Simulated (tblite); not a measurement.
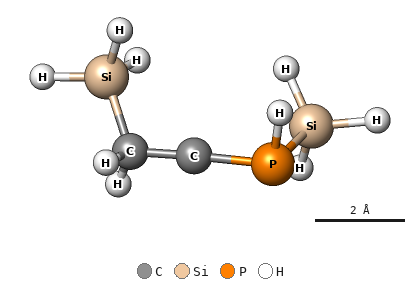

The structure as given in the input (ball-and-stick view, seen at a tilt). Bond lengths as drawn: C–C 1.47 Å, C–H 1.08 to 1.09 Å, C–P 1.84 Å, C–Si 1.86 Å, H–P 1.42 Å, H–Si 1.44 to 1.51 Å and P–Si 2.24 Å.

# Run report: C2H9PSi2, geometry relaxation

C2H9PSi2, multiplicity 3, SMILES [SiH3]C[C]P[SiH3], computed with GFN2-xTB geometry optimisation, gas phase (tblite 0.8.0).

Input
```
{"job": {"kind": "relax", "xc": "GFN2-xTB", "basis": "xTB"}, "charge": 0, "multiplicity": 3}
C      0.127994    -1.058617    -0.278036
C     -1.290905    -0.966033    -0.668024
Si    -2.259809     0.292342     0.309365
P      1.898258    -1.246281     0.175585
Si     2.507352     0.912656     0.134704
H     -1.749035    -1.939892    -0.546282
H     -1.354522    -0.715238    -1.726669
H     -3.652244     0.345115    -0.166407
H     -2.247784    -0.001818     1.750924
H     -1.690284     1.660203     0.142066
H      1.742333    -1.349505     1.580176
H      1.609469     1.670689     0.961613
H      2.511052     1.381800    -1.270713
H      3.905973     0.991844     0.698180
```

The first line tells a small driver script what to run in tblite; the rest is the geometry in Å.

Machine: 1 CPU thread, shared host.

Launch command:
```bash
OMP_NUM_THREADS=1 python <driver script> task.json out
```

What the program printed
```
step      E/eV     max force
  0    -399.17220    3.482
  1    -399.47040    2.367
  2    -399.59885    1.982
  3    -399.63153    0.460
  4    -399.64321    0.366
  5    -399.67290    0.431
  6    -399.68497    0.472
  7    -399.70944    0.513
  8    -399.72229    0.460
  9    -399.73692    0.333
 10    -399.74747    0.367
 11    -399.75998    0.342
 12    -399.76805    0.308
 13    -399.77629    0.257
 14    -399.78229    0.294
 15    -399.78827    0.347
 16    -399.79299    0.227
 17    -399.79592    0.151
 18    -399.79797    0.153
 19    -399.79997    0.135
 20    -399.80178    0.131
 21    -399.80354    0.115
 22    -399.80558    0.156
 23    -399.80854    0.166
 24    -399.81219    0.183
 25    -399.81499    0.116
 26    -399.81634    0.104
 27    -399.81747    0.114
 28    -399.81944    0.140
 29    -399.82287    0.199
 30    -399.82754    0.229
 31    -399.83173    0.159
 32    -399.83464    0.113
 33    -399.83655    0.155
 34    -399.83853    0.149
 35    -399.84073    0.106
 36    -399.84240    0.106
 37    -399.84351    0.083
 38    -399.84439    0.106
 39    -399.84518    0.088
 40    -399.84607    0.069
 41    -399.84655    0.065
 42    -399.84690    0.051
 43    -399.84716    0.039
 44    -399.84741    0.047
 45    -399.84771    0.069
 46    -399.84818    0.092
 47    -399.84880    0.098
 48    -399.84938    0.077
 49    -399.84976    0.052
 50    -399.85003    0.040
 51    -399.85029    0.042
 52    -399.85061    0.044
 53    -399.85097    0.058
 54    -399.85136    0.067
 55    -399.85184    0.072
 56    -399.85246    0.086
 57    -399.85304    0.070
 58    -399.85338    0.040
 59    -399.85354    0.033
 60    -399.85367    0.029
 61    -399.85386    0.053
 62    -399.85415    0.076
 63    -399.85451    0.075
 64    -399.85478    0.046
 65    -399.85492    0.021
 66    -399.85500    0.020
 67    -399.85510    0.028
 68    -399.85524    0.035
 69    -399.85539    0.029
 70    -399.85552    0.028
 71    -399.85562    0.028
 72    -399.85575    0.032
 73    -399.85595    0.045
 74    -399.85623    0.045
 75    -399.85648    0.038
 76    -399.85665    0.034
 77    -399.85678    0.031
 78    -399.85697    0.040
 79    -399.85730    0.057
 80    -399.85768    0.052
 81    -399.85793    0.045
 82    -399.85804    0.028
 83    -399.85811    0.025
 84    -399.85818    0.021
 85    -399.85826    0.019
 86    -399.85832    0.020
 87    -399.85835    0.017
 88    -399.85838    0.015
 89    -399.85843    0.013
 90    -399.85848    0.011
 91    -399.85852    0.012
 92    -399.85854    0.013
 93    -399.85857    0.015
 94    -399.85861    0.017
 95    -399.85867    0.021
 96    -399.85875    0.027
 97    -399.85882    0.032
 98    -399.85890    0.031
 99    -399.85900    0.022
100    -399.85910    0.024
101    -399.85920    0.032
102    -399.85931    0.040
103    -399.85948    0.042
104    -399.85972    0.054
105    -399.85999    0.053
106    -399.86023    0.043
107    -399.86043    0.053
108    -399.86063    0.057
109    -399.86096    0.048
110    -399.86168    0.049
111    -399.86220    0.065
112    -399.86162    0.112
113    -399.86287    0.063
114    -399.86320    0.058
115    -399.86400    0.127
116    -399.86487    0.058
117    -399.86541    0.055
118    -399.86757    0.150
119    -399.86877    0.069
120    -399.86937    0.068
121    -399.86985    0.087
122    -399.87026    0.045
123    -399.87056    0.046
124    -399.87109    0.076
125    -399.87201    0.094
126    -399.87305    0.099
127    -399.87389    0.072
128    -399.87416    0.106
129    -399.87473    0.061
130    -399.87512    0.053
131    -399.87640    0.059
132    -399.87725    0.073
133    -399.87839    0.102
134    -399.88039    0.125
135    -399.88354    0.219
136    -399.88389    0.202
137    -399.88806    0.366
138    -399.89236    0.206
139    -399.89628    0.158
140    -399.90271    0.192
141    -399.90996    0.277
142    -399.91568    0.308
143    -399.91960    0.211
144    -399.91755    0.309
145    -399.92580    0.135
146    -399.92850    0.133
147    -399.93368    0.115
148    -399.93729    0.195
149    -399.94037    0.164
150    -399.94437    0.149
151    -399.95060    0.230
152    -399.95405    0.290
153    -399.95874    0.229
154    -399.96177    0.123
155    -399.96349    0.088
156    -399.96448    0.080
157    -399.96591    0.090
158    -399.96739    0.074
159    -399.96830    0.067
160    -399.96884    0.053
161    -399.96947    0.052
162    -399.96995    0.042
163    -399.97023    0.047
164    -399.97048    0.047
165    -399.97072    0.035
166    -399.97093    0.036
167    -399.97113    0.043
168    -399.97143    0.050
169    -399.97179    0.047
170    -399.97212    0.050
171    -399.97239    0.044
172    -399.97266    0.048
173    -399.97292    0.034
174    -399.97312    0.024
175    -399.97326    0.024
176    -399.97337    0.029
177    -399.97345    0.027
178    -399.97352    0.020
179    -399.97358    0.022
180    -399.97364    0.020
181    -399.97372    0.026
182    -399.97379    0.020
183    -399.97383    0.015
184    -399.97386    0.015
185    -399.97389    0.011
186    -399.97391    0.012
187    -399.97393    0.011
188    -399.97394    0.010
189    -399.97396    0.011
190    -399.97399    0.013
191    -399.97403    0.014
192    -399.97407    0.015
193    -399.97409    0.012
194    -399.97413    0.012
195    -399.97418    0.016
196    -399.97427    0.017
197    -399.97438    0.018
198    -399.97445    0.017
199    -399.97449    0.015
200    -399.97452    0.013
201    -399.97452    0.013
202    -399.97564    0.036
203    -399.97587    0.018
204    -399.97599    0.013
205    -399.97601    0.007
```

Trajectory as extended XYZ (Å, eV, eV/Å), 7 of the 27 frames kept, from step=0 to step=205
```
14
Properties=species:S:1:pos:R:3:forces:R:3 step=0 energy=-399.17220
C     0.1280   -1.0586   -0.2780    1.8280   0.0790   0.7770
C    -1.2909   -0.9660   -0.6680    2.1060  -0.7220  -0.2090
Si   -2.2598    0.2923    0.3094   -0.5100   1.4180   0.8340
P     1.8983   -1.2463    0.1756   -3.3340  -0.0480  -1.0030
Si    2.5074    0.9127    0.1347    0.9550  -0.0520  -0.1530
H    -1.7490   -1.9399   -0.5463   -0.2090  -0.4070   0.0000
H    -1.3545   -0.7152   -1.7267   -0.0090   0.0350  -0.2330
H    -3.6522    0.3451   -0.1664    0.1380  -0.1290  -0.0090
H    -2.2478   -0.0018    1.7509    0.0250  -0.0980  -0.1740
H    -1.6903    1.6602    0.1421   -0.0700  -0.4290  -0.0370
H     1.7423   -1.3495    1.5802    0.0390   0.1250  -0.1040
H     1.6095    1.6707    0.9616   -0.2980   0.3870   0.2380
H     2.5111    1.3818   -1.2707   -0.0410  -0.1450   0.3420
H     3.9060    0.9918    0.6982   -0.6210  -0.0120  -0.2700
14
Properties=species:S:1:pos:R:3:forces:R:3 step=32 energy=-399.83464
C     0.0047   -0.9308    0.1631    0.0220  -0.0130   0.0070
C    -1.2274   -0.9698   -0.5809    0.0100   0.0460   0.0350
Si   -2.3589    0.3114    0.2998   -0.0850   0.0630   0.0150
P     1.6778   -1.1772    0.0289   -0.0250  -0.0200   0.0450
Si    2.5480    0.9236    0.1277   -0.0620  -0.0590  -0.0030
H    -1.6989   -1.9598   -0.5687    0.0500   0.0480  -0.0600
H    -1.0817   -0.6690   -1.6244   -0.0550  -0.0870   0.0320
H    -3.7190    0.2821   -0.2375   -0.0270  -0.0760  -0.0790
H    -2.4132   -0.0300    1.7206    0.0360   0.0360  -0.0060
H    -1.7943    1.6370    0.0519    0.0450   0.0060   0.0620
H     1.9463   -1.4796    1.3775    0.0330   0.0050  -0.0450
H     1.7363    1.8291    0.9423    0.0260   0.0090   0.0280
H     2.5301    1.3866   -1.2601    0.0470   0.0220  -0.0020
H     3.9079    0.8237    0.6562   -0.0150   0.0200  -0.0290
14
Properties=species:S:1:pos:R:3:forces:R:3 step=72 energy=-399.85575
C     0.0278   -0.8658    0.2206    0.0190   0.0140  -0.0160
C    -1.2278   -0.9448   -0.4848   -0.0130   0.0000   0.0170
Si   -2.4579    0.3261    0.2705    0.0070  -0.0030  -0.0050
P     1.6824   -1.1495   -0.0426   -0.0120  -0.0190   0.0070
Si    2.6091    0.9151    0.1224    0.0110   0.0300  -0.0020
H    -1.6679   -1.9457   -0.4096   -0.0180  -0.0130  -0.0110
H    -1.1065   -0.7287   -1.5519    0.0020  -0.0070   0.0130
H    -3.7300    0.1996   -0.4439    0.0010  -0.0050   0.0020
H    -2.6394    0.0211    1.6890    0.0010  -0.0050  -0.0070
H    -1.9083    1.6703    0.1025    0.0090   0.0060  -0.0060
H     2.0549   -1.5523    1.2518    0.0030   0.0020  -0.0030
H     1.8578    1.7806    1.0337    0.0220   0.0100  -0.0040
H     2.5684    1.4651   -1.2341   -0.0090   0.0070   0.0180
H     3.9952    0.7861    0.5730   -0.0210  -0.0170  -0.0020
14
Properties=species:S:1:pos:R:3:forces:R:3 step=104 energy=-399.85972
C     0.0169   -0.8405    0.2227    0.0160  -0.0100  -0.0040
C    -1.2493   -0.9773   -0.4561   -0.0140   0.0110   0.0040
Si   -2.4814    0.3286    0.2322    0.0380   0.0080  -0.0040
P     1.6685   -1.1032   -0.0769   -0.0030  -0.0020  -0.0350
Si    2.6365    0.9357    0.1422    0.0060   0.0370   0.0390
H    -1.6797   -1.9748   -0.3091   -0.0040  -0.0030   0.0120
H    -1.1420   -0.8377   -1.5371   -0.0060   0.0090   0.0020
H    -3.7415    0.1816   -0.4960   -0.0290  -0.0060  -0.0090
H    -2.6859    0.0759    1.6580    0.0050  -0.0010  -0.0050
H    -1.9195    1.6624    0.0224   -0.0010  -0.0050  -0.0040
H     2.0735   -1.5419    1.1944    0.0050  -0.0230   0.0230
H     2.0085    1.7565    1.1807    0.0110  -0.0030  -0.0110
H     2.5094    1.6075   -1.1520   -0.0060  -0.0220   0.0090
H     4.0438    0.7045    0.4711   -0.0160   0.0090  -0.0150
14
Properties=species:S:1:pos:R:3:forces:R:3 step=136 energy=-399.88389
C     0.0504   -1.0178    0.2235   -0.0750  -0.0450  -0.0360
C    -1.2711   -1.1220   -0.3455   -0.0110   0.0740  -0.0570
Si   -2.3283    0.4585   -0.0178   -0.0320   0.0380  -0.0740
P     1.6678   -1.0155   -0.2997   -0.1180  -0.0890   0.1370
Si    2.5067    0.9577    0.3995   -0.0840   0.1340   0.0830
H    -1.8236   -1.9644    0.0863    0.0760   0.0040   0.0600
H    -1.2337   -1.2903   -1.4256    0.0120  -0.0650  -0.0470
H    -3.7160    0.1403   -0.3765    0.0680   0.0040   0.0180
H    -2.2227    0.7983    1.3949   -0.0130   0.0110   0.0910
H    -1.8460    1.5659   -0.8436    0.0350  -0.0430   0.0040
H     2.2358   -1.7475    0.7581    0.0440  -0.0640  -0.0770
H     2.4191    1.2468    1.8290   -0.0220  -0.0760   0.1040
H     1.7162    1.9688   -0.2872   -0.0480   0.1260  -0.1290
H     3.9032    0.9984    0.0009    0.1700  -0.0090  -0.0770
14
Properties=species:S:1:pos:R:3:forces:R:3 step=176 energy=-399.97337
C     0.0932   -1.2757    0.1486    0.0110   0.0170  -0.0020
C    -1.3282   -1.2662   -0.0708    0.0110  -0.0080   0.0080
Si   -2.0410    0.5173   -0.2804   -0.0010  -0.0010   0.0010
P     1.4644   -0.6732   -0.6538   -0.0160  -0.0130  -0.0110
Si    2.2691    0.9937    0.6548    0.0060   0.0270  -0.0080
H    -1.8290   -1.7226    0.7895   -0.0030   0.0070  -0.0130
H    -1.6167   -1.8468   -0.9555    0.0030  -0.0070  -0.0010
H    -3.4731    0.3704   -0.5454   -0.0030   0.0000   0.0110
H    -1.8106    1.2490    0.9645   -0.0070   0.0040   0.0000
H    -1.3692    1.1607   -1.4070    0.0060  -0.0040  -0.0020
H     2.4092   -1.6291   -0.2510   -0.0010  -0.0100  -0.0040
H     2.5079    0.5962    2.0434   -0.0110   0.0010   0.0090
H     1.2612    2.0542    0.6091    0.0030  -0.0010   0.0090
H     3.5206    1.4493    0.0505    0.0010  -0.0120   0.0040
14
Properties=species:S:1:pos:R:3:forces:R:3 step=205 energy=-399.97601
C     0.1104   -1.2489    0.1231    0.0010   0.0000   0.0000
C    -1.3148   -1.2707   -0.0655    0.0000   0.0010   0.0000
Si   -2.0721    0.4961   -0.2609    0.0030  -0.0040   0.0020
P     1.4558   -0.6157   -0.6974    0.0000   0.0000   0.0000
Si    2.2840    1.0033    0.6570    0.0010   0.0020   0.0020
H    -1.7880   -1.7370    0.8046   -0.0010   0.0000   0.0010
H    -1.6087   -1.8588   -0.9435   -0.0010  -0.0010  -0.0020
H    -3.5140    0.3193   -0.4388   -0.0070  -0.0010   0.0000
H    -1.7895    1.2550    0.9564    0.0010   0.0020   0.0050
H    -1.4732    1.1279   -1.4336    0.0030   0.0030  -0.0060
H     2.4152   -1.5816   -0.3521    0.0000   0.0000   0.0000
H     2.3269    0.6178    2.0692    0.0000   0.0020  -0.0040
H     1.3929    2.1525    0.4901    0.0030  -0.0030   0.0000
H     3.6330    1.3181    0.1878   -0.0040  -0.0010   0.0020
```

Key numbers

```tsv
quantity	value
outcome	converged
total energy	−399.9760 eV
wall time	4.9 s
peak memory	0.17 GiB
```
